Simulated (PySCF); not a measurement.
# What a change does: NMR shielding calculation on C3H12BOPSi

System: C3H12BOPSi, SMILES BP[SiH2]OC(C)C.
Method of run 1: GIAO PBE0/6-31++G** NMR shielding, non-relativistic, gas phase (PySCF 2.14.0).

The geometry comes from this level: GFN2-xTB. Text and figures count atoms from 1; the logs count them from 0 in places.

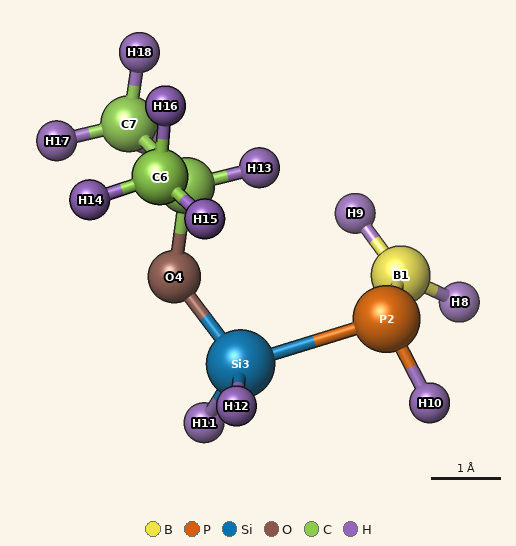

Figure 1. The input geometry (ball-and-stick view, seen at a tilt; atoms are numbered from 1 in the order of the input).

## Input, run 1
```
{"job": {"kind": "nmr", "xc": "PBE0", "basis": "6-31++G**", "pop": false}, "charge": 0, "multiplicity": 1}
B      3.003471     0.241198     0.783515
P      2.281719    -1.092883    -0.235928
Si     0.793311    -0.128944    -1.602681
O     -0.394033     0.516144    -0.727796
C     -0.996955     0.049603     0.457709
C     -2.058779    -0.993062     0.129373
C     -1.588325     1.249760     1.187987
H      4.161351     0.379230     0.863313
H      2.285214     0.875050     1.458043
H      3.279711    -1.392372    -1.136392
H      1.229675     1.049827    -2.343578
H      0.351613    -1.227297    -2.469811
H     -0.218011    -0.414216     1.082607
H     -2.788062    -0.569479    -0.557008
H     -1.595714    -1.856238    -0.341729
H     -2.565067    -1.311010     1.036401
H     -2.364653     1.705665     0.578221
H     -2.013356     0.939539     2.138523
H     -0.812912     1.988735     1.371540
```

The first line tells a small driver script what to run in PySCF; the rest is the geometry in Å.

Launched with:
```bash
OMP_NUM_THREADS=1 python <driver script> task.json out
```

Hardware: 1 CPU thread, shared host.

## Output (run 1)
```
coarse grid: 16120 points
cycle   1  E = -851.9079864440  dE =  5.730e-01  |g| = 6.845e-01  |ddm| = 4.455e+00
cycle   2  E = -851.7587834950  dE =  1.492e-01  |g| = 1.103e+00  |ddm| = 4.427e+00
cycle   3  E = -852.0072121359  dE = -2.484e-01  |g| = 1.262e-01  |ddm| = 3.365e+00
cycle   4  E = -852.0105673860  dE = -3.355e-03  |g| = 3.610e-02  |ddm| = 2.665e-01
cycle   5  E = -852.0109044236  dE = -3.370e-04  |g| = 5.936e-03  |ddm| = 7.920e-02
cycle   6  E = -852.0109141128  dE = -9.689e-06  |g| = 2.164e-03  |ddm| = 2.300e-02
final grid: 144360 points
cycle   7  E = -851.9372161970  dE = -2.838e-05  |g| = 1.084e-02  |ddm| = 8.856e-02
cycle   8  E = -851.9371953433  dE =  2.085e-05  |g| = 1.437e-02  |ddm| = 4.451e-02
cycle   9  E = -851.9372470625  dE = -5.172e-05  |g| = 1.317e-03  |ddm| = 2.737e-02
cycle  10  E = -851.9372474295  dE = -3.670e-07  |g| = 2.583e-04  |ddm| = 3.099e-03
cycle  11  E = -851.9372474452  dE = -1.572e-08  |g| = 7.439e-05  |ddm| = 9.770e-04
cycle  12  E = -851.9372474469  dE = -1.693e-09  |g| = 2.368e-05  |ddm| = 2.676e-04
cycle  13  E = -851.9372474471  dE = -1.742e-10  |g| = 4.585e-06  |ddm| = 6.787e-05
converged SCF energy = -851.9372474471

GIAO shielding tensors (ppm)
atom      isotropic    diamagn.    paramagn.     s11        s22        s33       span
  0 B       31.931     192.084    -160.154    -68.707     10.925    153.575    222.281
  1 P      519.199     972.077    -452.877    381.579    543.072    632.947    251.368
  2 Si     419.391     882.221    -462.831    367.918    394.045    496.210    128.292
  3 O      284.700     394.872    -110.172    243.671    303.233    307.196     63.525
  4 C      130.496     252.659    -122.164    103.072    121.557    166.857     63.785
  5 C      173.969     243.624     -69.656    158.419    166.485    197.002     38.582
  6 C      171.896     242.841     -70.945    153.221    164.577    197.890     44.670
  7 H       22.850      28.884      -6.033     13.949     26.821     27.781     13.832
  8 H       23.130      30.143      -7.014     13.599     26.652     29.138     15.540
  9 H       29.020      30.973      -1.953     24.497     26.348     36.216     11.719
 10 H       26.207      30.220      -4.012     22.105     24.927     31.590      9.485
 11 H       26.115      30.510      -4.395     22.425     24.924     30.997      8.572
 12 H       27.068      35.624      -8.557     23.246     28.415     29.542      6.296
 13 H       30.699      29.994       0.705     28.028     28.630     35.441      7.413
 14 H       30.177      29.302       0.875     25.439     29.661     35.431      9.991
 15 H       30.720      30.322       0.398     26.551     28.512     37.097     10.546
 16 H       30.520      29.713       0.807     27.428     28.934     35.197      7.769
 17 H       30.762      30.060       0.702     26.704     28.384     37.197     10.493
 18 H       30.198      28.671       1.527     25.667     28.806     36.121     10.454
```

The input of run 2 differs as follows (lines with − go, lines with + come):
```diff
-"xc": "PBE0"
-"basis": "6-31++G**"
+"xc": "revPBE"
+"basis": "MINI"
```

What does this change do to the results?

The total energies belong to different models, so their difference says nothing on which is more stable or more accurate. The HOMO goes from −7.37 to −7.80 eV. The LUMO goes from −1.75 to −4.47 eV. The dipole moment goes from 0.74 to 1.98 D. Of all shieldings, the largest change is that of Si3, by +248.6 ppm. The functional changes from PBE0 to revPBE. The SCF takes 15 iterations against 13. The basis functions go from 206 to 55.

## Output (run 2)
```
coarse grid: 16120 points
cycle   1  E = -846.8598219141  dE =  4.787e-01  |g| = 5.821e-01  |ddm| = 6.212e+00
cycle   2  E = -843.6982711627  dE =  3.162e+00  |g| = 2.845e+00  |ddm| = 5.460e+00
cycle   3  E = -846.9411889638  dE = -3.243e+00  |g| = 2.960e-01  |ddm| = 4.889e+00
cycle   4  E = -846.9836788971  dE = -4.249e-02  |g| = 9.185e-02  |ddm| = 1.042e+00
cycle   5  E = -846.9864456421  dE = -2.767e-03  |g| = 4.789e-02  |ddm| = 3.085e-01
cycle   6  E = -846.9876825141  dE = -1.237e-03  |g| = 8.427e-03  |ddm| = 1.414e-01
cycle   7  E = -846.9877180343  dE = -3.552e-05  |g| = 2.392e-03  |ddm| = 2.522e-02
cycle   8  E = -846.9877203091  dE = -2.275e-06  |g| = 3.224e-04  |ddm| = 5.920e-03
final grid: 144360 points
cycle   9  E = -847.0271946705  dE = -1.628e-05  |g| = 8.252e-03  |ddm| = 3.641e-02
cycle  10  E = -847.0271811969  dE =  1.347e-05  |g| = 1.068e-02  |ddm| = 3.312e-02
cycle  11  E = -847.0272163168  dE = -3.512e-05  |g| = 2.126e-03  |ddm| = 2.075e-02
cycle  12  E = -847.0272179550  dE = -1.638e-06  |g| = 2.673e-04  |ddm| = 5.039e-03
cycle  13  E = -847.0272179838  dE = -2.874e-08  |g| = 7.106e-05  |ddm| = 7.745e-04
cycle  14  E = -847.0272179863  dE = -2.535e-09  |g| = 1.939e-05  |ddm| = 2.322e-04
cycle  15  E = -847.0272179865  dE = -2.342e-10  |g| = 1.824e-06  |ddm| = 5.828e-05
converged SCF energy = -847.0272179865

GIAO shielding tensors (ppm)
atom      isotropic    diamagn.    paramagn.     s11        s22        s33       span
  0 B       73.560     193.811    -120.251     -0.566     51.408    169.839    170.405
  1 P      754.827     965.319    -210.492    578.021    823.664    862.796    284.775
  2 Si     667.949     872.201    -204.252    583.077    638.839    781.930    198.853
  3 O      380.827     379.010       1.817    119.354    465.580    557.548    438.194
  4 C      159.216     231.201     -71.985    138.651    143.357    195.640     56.989
  5 C      193.252     240.024     -46.772    184.320    189.048    206.389     22.069
  6 C      192.417     239.513     -47.096    182.612    187.620    207.019     24.407
  7 H       22.011      30.491      -8.480     14.546     25.472     26.013     11.467
  8 H       22.384      26.388      -4.004     13.926     24.995     28.230     14.304
  9 H       28.411      30.907      -2.497     23.180     25.793     36.259     13.079
 10 H       26.655      28.510      -1.854     21.435     24.338     34.192     12.757
 11 H       26.335      28.045      -1.710     21.013     24.210     33.782     12.769
 12 H       27.714      22.613       5.101     22.782     26.834     33.525     10.743
 13 H       29.874      27.780       2.094     25.300     26.995     37.327     12.027
 14 H       29.624      24.967       4.657     23.441     29.115     36.316     12.875
 15 H       29.608      28.774       0.834     24.065     26.880     37.879     13.813
 16 H       29.478      27.864       1.614     24.831     26.876     36.726     11.895
 17 H       29.545      28.532       1.013     24.020     26.832     37.783     13.763
 18 H       28.941      24.416       4.525     22.679     27.217     36.927     14.248
```

## The two runs side by side

| quantity | run 1 | run 2 |
| --- | --- | --- |
| outcome | converged | converged |
| total energy (hartree) | −851.937247 | −847.027218 |
| HOMO (eV) | −7.37 | −7.80 |
| LUMO (eV) | −1.75 | −4.47 |
| dipole moment (D) | 0.74 | 1.98 |
| shielding of B1 (ppm) | 31.9 | 73.6 |
| shielding of P2 (ppm) | 519.2 | 754.8 |
| shielding of Si3 (ppm) | 419.4 | 667.9 |
| shielding of O4 (ppm) | 284.7 | 380.8 |
| shielding of C5 (ppm) | 130.5 | 159.2 |
| shielding of C6 (ppm) | 174.0 | 193.3 |
| shielding of C7 (ppm) | 171.9 | 192.4 |
| SCF iterations | 13 | 15 |
| basis functions | 206 | 55 |
| wall time (shared host) | 22 s | 7.5 s |
